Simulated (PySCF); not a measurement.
**Two runs on C₃H₂F₆**

System: C₃H₂F₆.
Method of run 1: GIAO PBE0/pcSseg-1 NMR shielding, non-relativistic, IEF-PCM chloroform (PySCF 2.14.0).

The geometry comes from this level: PBE0-D3(BJ)/def2-SVP. Text and figures count atoms from 1; the logs count them from 0 in places.

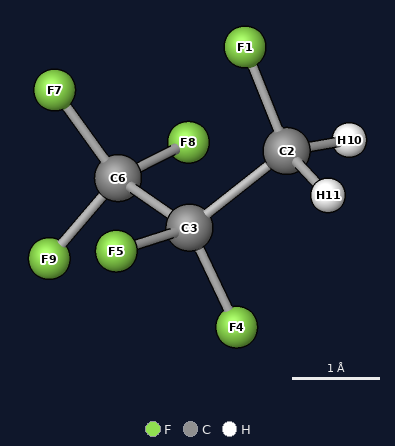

The structure as given in the input (ball-and-stick view, seen at a tilt; atoms are numbered from 1 in the order of the input). Bond lengths as drawn: C–C 1.52 to 1.54 Å, C–F 1.32 to 1.36 Å and C–H 1.10 Å.

### Input file, run 1
```
{"job": {"kind": "nmr", "xc": "PBE0", "basis": "pcSseg-1", "solvent": "chloroform", "pop": false}, "charge": 0, "multiplicity": 1}
F      0.768174     1.693283    -0.782071
C      0.935314     0.349465    -0.883836
C      0.346422    -0.350658     0.324237
F      0.496423    -1.676154     0.136801
F      1.004596    -0.000333     1.441536
C     -1.151812    -0.080778     0.564967
F     -1.348454     1.165021     0.962995
F     -1.827545    -0.282227    -0.565104
F     -1.620133    -0.906386     1.488493
H      0.440811    -0.028649    -1.792071
H      2.008084     0.097155    -0.913859
```

The first line tells a small driver script what to run in PySCF; the rest is the geometry in Å.

Launched with:
```bash
OMP_NUM_THREADS=1 python <driver script> task.json out
```

Hardware: 1 CPU thread, shared host.

### Output (run 1)
```
coarse grid: 11016 points
cycle   1  E = -713.5256433479  dE =  1.558e+00  |g| = 1.152e+00  |ddm| = 2.841e+00
cycle   2  E = -713.2545230682  dE =  2.711e-01  |g| = 1.797e+00  |ddm| = 1.427e+00
cycle   3  E = -713.7398671759  dE = -4.853e-01  |g| = 5.289e-02  |ddm| = 8.940e-01
cycle   4  E = -713.7401624096  dE = -2.952e-04  |g| = 3.266e-02  |ddm| = 4.632e-02
cycle   5  E = -713.7403171969  dE = -1.548e-04  |g| = 9.533e-03  |ddm| = 2.207e-02
cycle   6  E = -713.7403293006  dE = -1.210e-05  |g| = 1.898e-03  |ddm| = 5.274e-03
cycle   7  E = -713.7403298283  dE = -5.277e-07  |g| = 3.619e-04  |ddm| = 1.385e-03
final grid: 113992 points
cycle   8  E = -713.8321395484  dE = -5.967e-05  |g| = 7.547e-03  |ddm| = 2.224e-02
cycle   9  E = -713.8321306727  dE =  8.876e-06  |g| = 1.097e-02  |ddm| = 9.922e-03
cycle  10  E = -713.8321499078  dE = -1.924e-05  |g| = 6.051e-04  |ddm| = 5.360e-03
cycle  11  E = -713.8321499723  dE = -6.447e-08  |g| = 2.286e-04  |ddm| = 5.763e-04
cycle  12  E = -713.8321499813  dE = -8.998e-09  |g| = 4.435e-05  |ddm| = 1.533e-04
cycle  13  E = -713.8321499816  dE = -2.719e-10  |g| = 1.692e-05  |ddm| = 3.255e-05
converged SCF energy = -713.8321499816

GIAO shielding tensors (ppm)
atom      isotropic    diamagn.    paramagn.     s11        s22        s33       span
  0 F      444.209     471.706     -27.496    412.201    436.878    483.549     71.349
  1 C      103.260     243.074    -139.813     78.099     81.084    150.598     72.498
  2 C       69.136     243.103    -173.967     54.178     74.230     79.000     24.822
  3 F      324.254     472.405    -148.151    237.090    348.132    387.540    150.450
  4 F      321.855     472.858    -151.003    237.250    355.980    372.335    135.085
  5 C       59.997     242.468    -182.471     50.383     62.302     67.304     16.921
  6 F      270.306     472.161    -201.855    198.046    274.859    338.014    139.968
  7 F      272.632     473.233    -200.601    196.123    272.672    349.100    152.978
  8 F      279.060     470.181    -191.121    203.877    280.176    353.128    149.250
  9 H       26.345      27.665      -1.319     23.618     26.390     29.028      5.409
 10 H       26.333      26.479      -0.145     22.514     26.496     29.990      7.476
```

Run 2 used a changed input.

### The two runs side by side

| quantity | run 1 | run 2 |
| --- | --- | --- |
| outcome | converged | converged |
| total energy (hartree) | −713.832150 | −714.321334 |
| HOMO (eV) | −10.02 | −12.02 |
| LUMO (eV) | 1.34 | 3.24 |
| dipole moment (D) | 2.30 | 2.36 |
| shielding of F1 (ppm) | 444.2 | 445.9 |
| shielding of C3 (ppm) | 69.1 | 68.9 |
| shielding of F4 (ppm) | 324.3 | 326.8 |
| shielding of F5 (ppm) | 321.9 | 324.4 |
| shielding of F7 (ppm) | 270.3 | 273.1 |
| shielding of F8 (ppm) | 272.6 | 275.3 |
| shielding of F9 (ppm) | 279.1 | 281.7 |
| SCF iterations | 13 | 13 |
| basis functions | 163 | 163 |
| wall time (shared host) | 18 s | 26 s |

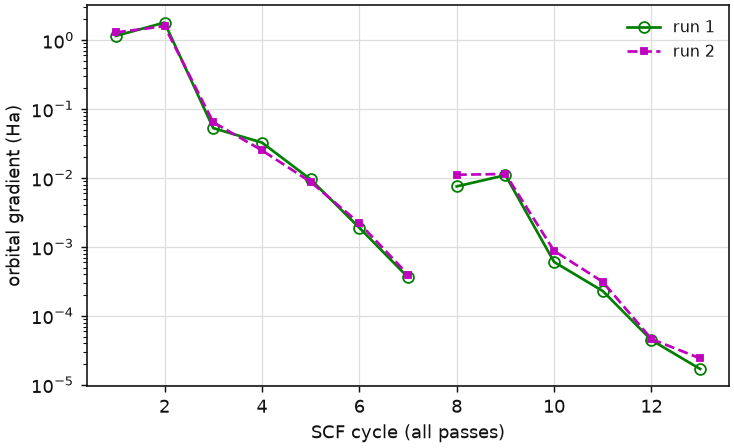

Convergence of the two runs: orbital gradient against the SCF cycle. A break in a curve parts two SCF passes (coarse and final grid). Run 1 takes 13 cycles in all, and run 2 takes 13.

What was changed in the input?

The change (lines with − go, lines with + come):
```diff
-"xc": "PBE0"
+"xc": "wB97X-D"
```

The total energies belong to different methods, so their difference says nothing on which is more stable or more accurate. The HOMO goes from −10.02 to −12.02 eV. The LUMO goes from 1.34 to 3.24 eV. The dipole moment goes from 2.30 to 2.36 D. Of all shieldings, the largest change is that of F7, by +2.8 ppm. The functional changes from PBE0 to wB97X-D. The number of SCF iterations is the same.

### Output (run 2)
```
coarse grid: 11016 points
cycle   1  E = -713.9416523501  dE =  1.709e+00  |g| = 1.294e+00  |ddm| = 2.796e+00
cycle   2  E = -713.8593368740  dE =  8.232e-02  |g| = 1.594e+00  |ddm| = 1.346e+00
cycle   3  E = -714.2286031200  dE = -3.693e-01  |g| = 6.438e-02  |ddm| = 7.117e-01
cycle   4  E = -714.2292487085  dE = -6.456e-04  |g| = 2.518e-02  |ddm| = 4.852e-02
cycle   5  E = -714.2293495823  dE = -1.009e-04  |g| = 8.761e-03  |ddm| = 2.091e-02
cycle   6  E = -714.2293607261  dE = -1.114e-05  |g| = 2.209e-03  |ddm| = 5.506e-03
cycle   7  E = -714.2293616768  dE = -9.507e-07  |g| = 3.962e-04  |ddm| = 2.075e-03
final grid: 113992 points
cycle   8  E = -714.3213171420  dE = -1.897e-04  |g| = 1.114e-02  |ddm| = 4.133e-02
cycle   9  E = -714.3213173350  dE = -1.930e-07  |g| = 1.143e-02  |ddm| = 1.076e-02
cycle  10  E = -714.3213335346  dE = -1.620e-05  |g| = 8.766e-04  |ddm| = 4.881e-03
cycle  11  E = -714.3213336787  dE = -1.441e-07  |g| = 3.108e-04  |ddm| = 7.964e-04
cycle  12  E = -714.3213336967  dE = -1.800e-08  |g| = 4.604e-05  |ddm| = 3.002e-04
cycle  13  E = -714.3213336971  dE = -3.688e-10  |g| = 2.414e-05  |ddm| = 5.247e-05
converged SCF energy = -714.3213336971

GIAO shielding tensors (ppm)
atom      isotropic    diamagn.    paramagn.     s11        s22        s33       span
  0 F      445.908     472.084     -26.176    413.993    438.179    485.554     71.561
  1 C      103.046     243.103    -140.057     78.174     80.887    150.078     71.903
  2 C       68.907     243.370    -174.463     54.480     73.841     78.400     23.920
  3 F      326.814     472.860    -146.046    239.423    351.256    389.764    150.341
  4 F      324.423     473.289    -148.866    239.471    359.481    374.317    134.846
  5 C       60.186     242.824    -182.638     50.922     62.369     67.266     16.344
  6 F      273.098     472.519    -199.420    199.863    278.023    341.409    141.546
  7 F      275.252     473.613    -198.362    197.840    275.871    352.044    154.204
  8 F      281.726     470.554    -188.828    205.504    283.109    356.566    151.062
  9 H       26.462      27.837      -1.374     23.733     26.496     29.158      5.424
 10 H       26.425      26.576      -0.151     22.609     26.575     30.091      7.483
```
